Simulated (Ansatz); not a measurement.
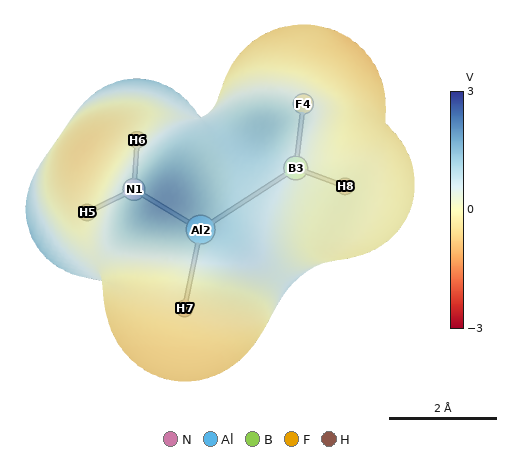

Figure. AlBFH₄N (SMILES [NH2][AlH][BH]F). The electrostatic potential painted on the density surface at 0.002 e/bohr³, seen at a tilt; red is negative and blue positive.

Theory: Ansatz 0.2.0, RKS PBE0/def2-SVP.

```xyz
8

N    -1.0401    1.2494    0.1803
Al    0.3533    0.2381    0.6227
B     0.8240   -1.4470   -0.6512
F     0.0337   -1.7183   -1.6853
H    -1.3623    2.0658    0.6896
H    -1.6363    1.0925   -0.6259
H     1.1489    0.6678    1.9359
H     1.7710   -2.2056   -0.5221
```

Q: Where is the surface potential most negative and most positive?

A: The most negative region (about −0.8 V, or −18 kcal/mol for a unit charge) lies over F4, the most positive (about +2.2 V, or +51 kcal/mol for a unit charge) over Al2.
